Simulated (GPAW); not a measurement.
**How far to go with the plane-wave cutoff: MgS (I4mm, 2 atoms in the cell)**

```
MgS
1.0
    0.00000     2.60780     2.60780
    2.60780     0.00000     2.60780
    2.60780     2.60780     0.00000
Mg S
1 1
Direct
  0.00959   0.00959   0.99041
  0.50000   0.50000   0.50000
```

Level of theory: LDA (Perdew-Wang 92), GPAW PAW datasets LDA (gpaw-data 1.0.1) (plane waves; GPAW).

Base settings: mode = pw; ecut = 850 eV; xc = LDA; kpts = 3 3 3; mesh shift (steps) = 0 0 0; occupations.name = fermi-dirac; occupations.width = 0.05 eV; nbands = -6; convergence.density = 1e-05 e/electron; convergence.energy = 1e-05 eV/electron.

The second cell is the first with its lattice scaled by 0.98.

The mesh stays at the base's, so the ladder's end is converged at best in this setting alone.

Only quantities that move along the ladder and can be compared are tabulated; the gap is left out on so coarse a mesh.

The count of work is k-points × plane waves × bands × iterations; it is no time. 

The starting cell has typed, rounded lattice constants, without a prior relaxation at this level. Its lattice was rescaled by up to half a per cent. One atom was moved a little off its site on purpose.

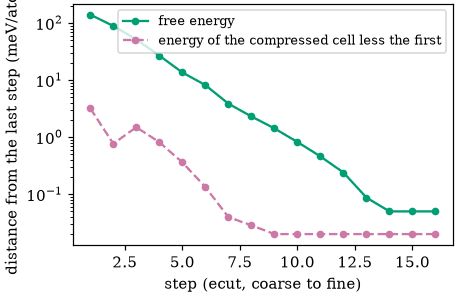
Figure: Distance from the last step along the ladder; very small values are drawn at a floor.

```csv
ecut,free energy less the last step's (meV/atom),energy of the compressed cell less the first (meV/atom),pressure (GPa),count of work / last
300 eV,139.99,-1.18,-4.60,0.041
340 eV,88.97,1.24,-4.35,0.082
380 eV,51.39,3.50,-3.73,0.090
425 eV,26.83,1.19,-3.07,0.12
470 eV,13.60,2.37,-2.60,0.11
510 eV,8.17,2.14,-2.36,0.13
595 eV,3.86,1.97,-2.15,0.15
680 eV,2.31,2.03,-2.11,0.16
765 eV,1.42,1.99,-2.10,0.21
850 eV,0.82,2.01,-2.08,0.31
935 eV,0.46,2.00,-2.08,0.26
1020 eV,0.24,2.01,-2.07,0.29
1150 eV,0.09,2.01,-2.07,0.42
1275 eV,0.03,2.01,-2.06,0.50
1490 eV,0.00,2.01,-2.06,0.56
1700 eV,0.00,2.01,-2.06,0.61
2040 eV,0.00,2.01,-2.06,1.0
```

Coarsest ecut that holds the energy of the compressed cell less the first within 0.5 meV/atom of the last step, with all finer ones: 470 eV, at 0.11 of the last step's count of work; the step before is off by 0.82 meV/atom.

Coarsest ecut that holds the free energy within 5 meV/atom of the last step, with all finer ones: 595 eV, at 0.15 of the last step's count of work; the step before is off by 8.2 meV/atom.

Coarsest ecut that holds the pressure within 0.5 GPa of the last step, with all finer ones: 510 eV, at 0.13 of the last step's count of work; the step before is off by 0.54 GPa.

The energy difference between the two cells stays within 1 meV/atom of the last step's from 425 eV on, the total only from 850 eV on: much of the error is common to both cells and cancels.

At the lowest cutoff the pressure lies 2.5 GPa under the last step's, the usual sign of Pulay stress in an incomplete plane-wave basis.
